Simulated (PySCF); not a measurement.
**C2H2Cl2Sn (SMILES C#[C][SnH]([Cl])[Cl]) at 6 levels**

We compute a comparison of 6 runs (HF/STO-3G, HF/def2-SVP, B3LYP/def2-SVPD, PBE/def2-SVPD, PBE0/def2-SVPD, r2SCAN/def2-TZVP) of C2H2Cl2Sn. The job is set up through a Python script.

Program for the calculation: PySCF 2.14.0.

**1. The structure to begin with**

C2H2Cl2Sn has 7 atoms, charge 0, and is taken as a singlet. As SMILES, `C#[C][SnH]([Cl])[Cl]`. The shape is that of a PBE0-D4/def2-TZVP optimisation.

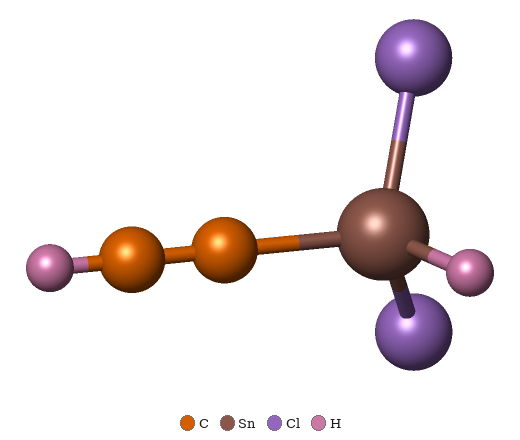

The structure, seen from a chosen angle (carbon orange, tin brown, chlorine purple, hydrogen pink).

**2. Energy and forces at HF/STO-3G (run 1)**

The input, run.py:

```python
# C#[C][SnH]([Cl])[Cl]
from pyscf import gto, scf

mol = gto.Mole()
mol.atom = '''
C     -1.668000     1.349700     0.386500
C     -0.744900     0.592400     0.224500
Sn     0.833800    -0.704500    -0.025300
Cl     0.163900    -2.365900    -1.482000
Cl     2.540200     0.448400    -1.069500
H     -2.485300     2.020900     0.525300
H      1.421600    -1.409000     1.394900
'''
mol.basis = 'sto-3g'
mol.verbose = 4
mol.charge = 0
mol.spin = 0
mol.max_memory = 1860
mol.build()

calc0 = scf.RHF(mol)
calc0.conv_tol = 1e-10
calc0.kernel()
if not calc0.converged:
    calc0 = calc0.newton().run(calc0.mo_coeff, calc0.mo_occ)

etot = calc0.e_tot
print('E(%s) = %.9f' % ('HF', etot))
grad = calc0.nuc_grad_method().kernel()
dip = calc0.dip_moment()
pop, q = calc0.mulliken_pop()
```

Launch:

```bash
$ OMP_NUM_THREADS=1 python run.py
```

Log:

```text
PySCF version 2.14.0

[... 63 lines left out ...]
converged SCF energy = -6948.52307646496
[... 14 lines left out ...]
Dipole moment(X, Y, Z, Debye): -1.31952,  0.61131,  3.43241
[... 26 lines left out ...]
pop of  2 Sn 5py          0.56324
pop of  2 Sn 5pz          0.64275
pop of  2 Sn 3dxy         1.99946
pop of  2 Sn 3dyz         1.99962
pop of  2 Sn 3dz^2        1.99972
pop of  2 Sn 3dxz         1.99974
pop of  2 Sn 3dx2-y2      1.99991
pop of  2 Sn 4dxy         1.98447
pop of  2 Sn 4dyz         1.98893
pop of  2 Sn 4dz^2        1.99190
pop of  2 Sn 4dxz         1.99242
pop of  2 Sn 4dx2-y2      1.99743
pop of  3 Cl 1s           1.99998
pop of  3 Cl 2s           1.99909
pop of  3 Cl 3s           1.99102
pop of  3 Cl 2px          1.99878
pop of  3 Cl 2py          1.99536
pop of  3 Cl 2pz          1.99639
pop of  3 Cl 3px          1.92885
pop of  3 Cl 3py          1.72637
pop of  3 Cl 3pz          1.78803
pop of  4 Cl 1s           1.99998
pop of  4 Cl 2s           1.99909
pop of  4 Cl 3s           1.99101
pop of  4 Cl 2px          1.99516
pop of  4 Cl 2py          1.99747
pop of  4 Cl 2pz          1.99791
pop of  4 Cl 3px          1.71484
pop of  4 Cl 3py          1.85053
pop of  4 Cl 3pz          1.87789
pop of  5 H 1s            0.89183
pop of  6 H 1s            1.14293
 ** Mulliken atomic charges  **
charge of    0C =     -0.10266
charge of    1C =     -0.29159
charge of    2Sn =      1.27675
charge of    3Cl =     -0.42386
charge of    4Cl =     -0.42387
charge of    5H =      0.10817
charge of    6H =     -0.14293
```

Run time: 4.8 s. Hardware: 1 thread of Arm Neoverse V2, shared host; peak memory 0.12 GiB.

**3. Energy and gradient at HF/def2-SVP (core potential) (run 2)**

The input, run.py:

```python
import pyscf.grad
from pyscf import gto, scf

system = gto.M(
    atom='''
C     -1.668000     1.349700     0.386500
C     -0.744900     0.592400     0.224500
Sn     0.833800    -0.704500    -0.025300
Cl     0.163900    -2.365900    -1.482000
Cl     2.540200     0.448400    -1.069500
H     -2.485300     2.020900     0.525300
H      1.421600    -1.409000     1.394900
''',
    ecp={'Sn': 'def2-svp'},
    verbose=3,
    charge=0,
    basis='def2-svp',
    max_memory=1860,
)

mf = scf.RHF(system)
mf.conv_tol = 1e-10
mf.kernel()
if not mf.converged:
    mf = mf.newton().run(mf.mo_coeff, mf.mo_occ)

e_final = mf.e_tot
print(f'total energy: {e_final:.8f} hartree')
grad = mf.Gradients().kernel()
dip = mf.dip_moment()
pop, q = mf.mulliken_pop()
```

Launch:

```bash
$ OMP_NUM_THREADS=1 python run.py
```

Log:

```text
converged SCF energy = -1208.91801278069
total energy: -1208.91801278 hartree
[... 10 lines left out ...]
Dipole moment(X, Y, Z, Debye): -1.46634,  0.86000,  2.58782
[... 69 lines left out ...]
pop of  3 Cl 3dyz         0.00655
pop of  3 Cl 3dz^2        0.00186
pop of  3 Cl 3dxz         0.00189
pop of  3 Cl 3dx2-y2      0.00238
pop of  4 Cl 1s           1.99947
pop of  4 Cl 2s           1.99162
pop of  4 Cl 3s           1.19856
pop of  4 Cl 4s           0.77026
pop of  4 Cl 2px          1.97980
pop of  4 Cl 2py          1.98089
pop of  4 Cl 2pz          1.98107
pop of  4 Cl 3px          0.66246
pop of  4 Cl 3py          0.70159
pop of  4 Cl 3pz          0.70834
pop of  4 Cl 4px          1.07526
pop of  4 Cl 4py          1.14394
pop of  4 Cl 4pz          1.15567
pop of  4 Cl 3dxy         0.00483
pop of  4 Cl 3dyz         0.00218
pop of  4 Cl 3dz^2        0.00162
pop of  4 Cl 3dxz         0.00414
pop of  4 Cl 3dx2-y2      0.00229
pop of  5 H 1s            0.73192
pop of  5 H 2s            0.14594
pop of  5 H 2px           0.01431
pop of  5 H 2py           0.01107
pop of  5 H 2pz           0.00462
pop of  6 H 1s            0.67884
pop of  6 H 2s            0.43869
pop of  6 H 2px           0.00163
pop of  6 H 2py           0.00211
pop of  6 H 2pz           0.00713
 ** Mulliken atomic charges  **
charge of    0C =     -0.19498
charge of    1C =     -0.17867
charge of    2Sn =      1.13784
charge of    3Cl =     -0.36394
charge of    4Cl =     -0.36398
charge of    5H =      0.09214
charge of    6H =     -0.12841
```

It took 9.3 s on 1 thread of Arm Neoverse V2, shared host; peak memory 0.21 GiB.

Runs 3 to 5 aren't shown in full; the table further down has their settings and results.

**4. Energy and gradient at r2SCAN/def2-TZVP (core potential) (run 6)**

The input, input.py:

```python
from pyscf import gto, dft

system = gto.M(
    atom='''
C     -1.668000     1.349700     0.386500
C     -0.744900     0.592400     0.224500
Sn     0.833800    -0.704500    -0.025300
Cl     0.163900    -2.365900    -1.482000
Cl     2.540200     0.448400    -1.069500
H     -2.485300     2.020900     0.525300
H      1.421600    -1.409000     1.394900
''',
    basis='def2-tzvp',
    ecp={'Sn': 'def2-svp'},
    max_memory=1860,
    verbose=4,
)

myscf = dft.RKS(system, xc='r2scan')
myscf.grids.level = 5
myscf.conv_tol = 1e-10
myscf.kernel()
if not myscf.converged:
    myscf = myscf.newton().run(myscf.mo_coeff, myscf.mo_occ)

e_tot = myscf.e_tot
print(f'total energy: {e_tot:.8f} hartree')
grad = myscf.nuc_grad_method().kernel()
myscf.analyze()
```

Launch:

```bash
$ OMP_NUM_THREADS=1 python input.py
```

Log:

```text
PySCF version 2.14.0

[... 108 lines left out ...]
DFT Exchange-Correlation Energy =      -86.168982917254297
[... 19 lines left out ...]
MO #18  energy= -1.03193429278737  occ= 2
[... 17 lines left out ...]
MO #36  energy= -0.080858090379214 occ= 0
[... 17 lines left out ...]
MO #54  energy= 0.279764597035069  occ= 0
[... 17 lines left out ...]
MO #72  energy= 0.512876401701844  occ= 0
[... 17 lines left out ...]
MO #90  energy= 0.971546879970356  occ= 0
[... 17 lines left out ...]
MO #108 energy= 1.62357692992871   occ= 0
[... 17 lines left out ...]
MO #126 energy= 2.07913509869069   occ= 0
[... 17 lines left out ...]
MO #144 energy= 2.35132584379793   occ= 0
[... 17 lines left out ...]
MO #162 energy= 2.87661342833869   occ= 0
[... 17 lines left out ...]
MO #180 energy= 4.71688157208769   occ= 0
[... 17 lines left out ...]
MO #198 energy= 113.698301044061   occ= 0
[... 169 lines left out ...]
pop of  4 Cl 6py          0.00023
pop of  4 Cl 6pz          0.00030
pop of  4 Cl 3dxy         0.01293
pop of  4 Cl 3dyz         0.00564
pop of  4 Cl 3dz^2        0.00460
pop of  4 Cl 3dxz         0.00948
pop of  4 Cl 3dx2-y2      0.00590
pop of  4 Cl 4dxy         0.00514
pop of  4 Cl 4dyz         0.00203
pop of  4 Cl 4dz^2        0.00188
pop of  4 Cl 4dxz         0.00278
pop of  4 Cl 4dx2-y2      0.00214
pop of  4 Cl 4f-3         0.00199
pop of  4 Cl 4f-2         0.00228
pop of  4 Cl 4f-1         0.00050
pop of  4 Cl 4f+0         0.00101
pop of  4 Cl 4f+1         0.00108
pop of  4 Cl 4f+2         0.00075
pop of  4 Cl 4f+3         0.00132
pop of  5 H 1s            0.80334
pop of  5 H 2s            0.00825
pop of  5 H 3s            0.00421
pop of  5 H 2px           0.00076
pop of  5 H 2py           0.00057
pop of  5 H 2pz           0.00020
pop of  6 H 1s            1.41832
pop of  6 H 2s            0.02764
pop of  6 H 3s            0.00801
pop of  6 H 2px           0.00852
pop of  6 H 2py           0.01105
pop of  6 H 2pz           0.03495
 ** Mulliken atomic charges  **
charge of    0C =     -0.16049
charge of    1C =     -0.91182
charge of    2Sn =      2.87475
charge of    3Cl =     -0.74270
charge of    4Cl =     -0.73394
charge of    5H =      0.18268
charge of    6H =     -0.50849
Dipole moment(X, Y, Z, Debye): -1.28573,  0.75609,  2.25620
```

It took 4.9 min on 1 thread of Arm Neoverse V2, shared host; peak memory 3.1 GiB.

**5. All runs side by side**

```csv
run,level,core potential,integration grid,energy (Eh),dipole moment (D),HOMO energy (eV),LUMO energy (eV),wall time
1,HF/STO-3G,–,–,-6948.523076,3.73,-9.68,6.73,4.8 s
2,HF/def2-SVP (core potential),def2-svp,–,-1208.918013,3.10,-11.64,2.40,9.3 s
3,B3LYP/def2-SVPD (core potential),def2-svp,5,-1211.884440,2.79,-8.67,-1.94,2 min
4,PBE/def2-SVPD (core potential),def2-svp,5,-1211.299320,2.71,-7.68,-2.58,1.8 min
5,PBE0/def2-SVPD (core potential),def2-svp,5,-1211.391181,2.83,-8.96,-1.66,1.9 min
6,r2SCAN/def2-TZVP (core potential),def2-svp,5,-1212.159359,2.70,-7.89,-2.20,4.9 min
```

**6. Outcome**

```
                       quantity           value
            run 6: total energy  -1212.15936 Eh
           run 6: dipole moment          2.70 D
             run 6: HOMO energy        -7.89 eV
             run 6: LUMO energy        -2.20 eV
           run 6: HOMO–LUMO gap         5.69 eV
run 6: largest force on an atom      0.379 eV/Å
```

**Reading.** The dipole moment (its size) runs from 2.70 D (r2SCAN/def2-TZVP) to 3.73 D (HF/STO-3G). The two ends differ in method and basis and core potential. The HOMO–LUMO gap runs from 5.09 eV (PBE/def2-SVPD) to 16.41 eV (HF/STO-3G). Totals of different functionals can't be ranked against each other. Some runs of one species differ in core potentials or relativity; totals across that change don't compare. In run 1 the basis is minimal, so the values are rough. In run 1 relativity is left out where basis or elements ask for it. All runs together took 11 min, the longest 4.9 min.
